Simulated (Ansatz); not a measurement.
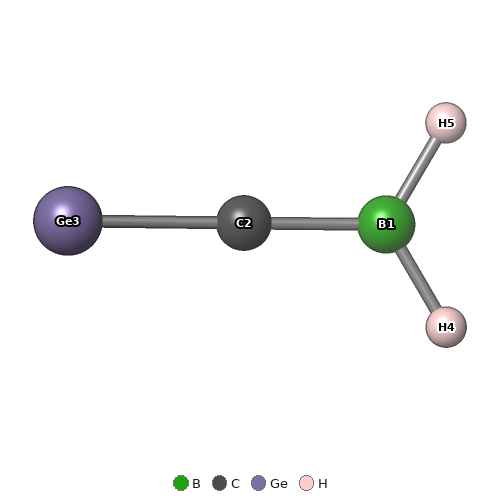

The system is CH₂BGe, SMILES B[C]#[Ge], spin multiplicity 2; the picture shows the reference structure. The first coordinate is: bond length B1–H5; the second: angle H5–B1–H4. Nothing is relaxed (all other coordinates rigid). The grid has 15 × 15 points. Energies: kcal/mol, counted from the lowest grid point. These are results of UKS PBE0-D4/def2-TZVP (Ansatz), not measurements.

Its coordinates:

```yaml
atoms:
  - { symbol: B, position_ang: [0.4802, -0.3759, -0.2916] }
  - { symbol: C, position_ang: [-0.5493, 0.4285, 0.3335] }
  - { symbol: Ge, position_ang: [-1.8188, 1.4258, 1.1049] }
  - { symbol: H, position_ang: [0.1942, -1.3901, -0.8687] }
  - { symbol: H, position_ang: [1.6315, -0.0361, -0.2392] }
```

Range: bond length B1–H5 from 1.009 to 1.562 Å; angle H5–B1–H4 from 74.2 to 164.2°.

> What will the energy surface look like?

The lowest grid point is at bond length B1–H5 = 1.207 Å, angle H5–B1–H4 = 119.2°. It is the only kind of minimum in the scanned range. The highest grid point, bond length B1–H5 = 1.562 Å, angle H5–B1–H4 = 74.2°, lies 40.1 kcal/mol above the lowest. Round the minimum the two coordinates are nearly uncoupled.

| angle H5–B1–H4 ↓, bond length B1–H5 → | 1.009 | 1.049 | 1.088 | 1.128 | 1.167 | 1.207 | 1.246 | 1.286 | 1.325 | 1.365 | 1.404 | 1.444 | 1.483 | 1.523 | 1.562 |
| --- | --- | --- | --- | --- | --- | --- | --- | --- | --- | --- | --- | --- | --- | --- | --- |
| 164.2 | 38.9 | 32.4 | 27.7 | 24.3 | 22.2 | 21.1 | 20.7 | 21.1 | 21.9 | 23.2 | 24.9 | 26.8 | 28.8 | 31.2 | 33.7 |
| 157.8 | 33.2 | 26.9 | 22.4 | 19.3 | 17.4 | 16.4 | 16.3 | 16.9 | 17.9 | 19.4 | 21.2 | 23.3 | 25.5 | 28.0 | 30.6 |
| 151.3 | 27.7 | 21.6 | 17.3 | 14.3 | 12.6 | 11.9 | 11.9 | 12.6 | 13.9 | 15.5 | 17.5 | 19.7 | 22.1 | 24.7 | 27.4 |
| 144.9 | 23.0 | 17.0 | 12.8 | 10.0 | 8.5 | 7.8 | 8.0 | 8.9 | 10.2 | 12.0 | 14.1 | 16.4 | 18.9 | 21.7 | 24.5 |
| 138.5 | 19.1 | 13.2 | 9.2 | 6.5 | 5.0 | 4.5 | 4.8 | 5.8 | 7.2 | 9.1 | 11.3 | 13.8 | 16.3 | 19.2 | 22.1 |
| 132.1 | 16.2 | 10.4 | 6.4 | 3.8 | 2.5 | 2.0 | 2.4 | 3.5 | 5.0 | 7.0 | 9.3 | 11.8 | 14.4 | 17.4 | 20.4 |
| 125.6 | 14.3 | 8.6 | 4.7 | 2.2 | 0.9 | 0.5 | 0.9 | 2.0 | 3.6 | 5.7 | 8.0 | 10.6 | 13.3 | 16.3 | 19.3 |
| 119.2 | 13.6 | 7.9 | 4.1 | 1.6 | 0.3 | 0.0 | 0.5 | 1.6 | 3.2 | 5.3 | 7.7 | 10.3 | 13.0 | 16.0 | 19.1 |
| 112.8 | 14.1 | 8.4 | 4.5 | 2.1 | 0.8 | 0.5 | 1.0 | 2.1 | 3.8 | 5.9 | 8.2 | 10.9 | 13.6 | 16.6 | 19.7 |
| 106.3 | 15.6 | 9.9 | 6.1 | 3.6 | 2.4 | 2.1 | 2.5 | 3.7 | 5.3 | 7.4 | 9.7 | 12.4 | 15.1 | 18.1 | 21.1 |
| 99.9 | 18.2 | 12.5 | 8.7 | 6.2 | 4.9 | 4.6 | 5.1 | 6.2 | 7.8 | 9.8 | 12.1 | 14.7 | 17.4 | 20.4 | 23.4 |
| 93.5 | 21.9 | 16.2 | 12.3 | 9.8 | 8.5 | 8.1 | 8.5 | 9.6 | 11.2 | 13.2 | 15.4 | 17.9 | 20.6 | 23.5 | 26.4 |
| 87.1 | 26.5 | 20.8 | 16.9 | 14.3 | 12.9 | 12.5 | 12.9 | 13.9 | 15.4 | 17.4 | 19.6 | 22.0 | 24.6 | 27.4 | 30.2 |
| 80.6 | 32.1 | 26.3 | 22.3 | 19.7 | 18.3 | 17.9 | 18.2 | 19.2 | 20.6 | 22.5 | 24.6 | 26.9 | 29.4 | 32.1 | 34.9 |
| 74.2 | 38.3 | 32.5 | 28.5 | 25.8 | 24.4 | 23.9 | 24.1 | 25.0 | 26.4 | 28.2 | 30.2 | 32.5 | 34.9 | 37.5 | 40.1 |

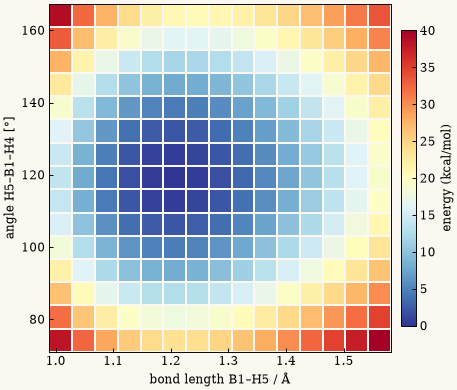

In the figure: one coloured cell a grid point.

Each point was launched as `ansatz run input.yaml --threads 1 --pin off --max-ram 2560MiB --backend cpu --events-out ev --progress --plain --runs-dir out`. The whole map (225 points run) took 27 min on 1 thread of Arm Neoverse V2, on a shared host.
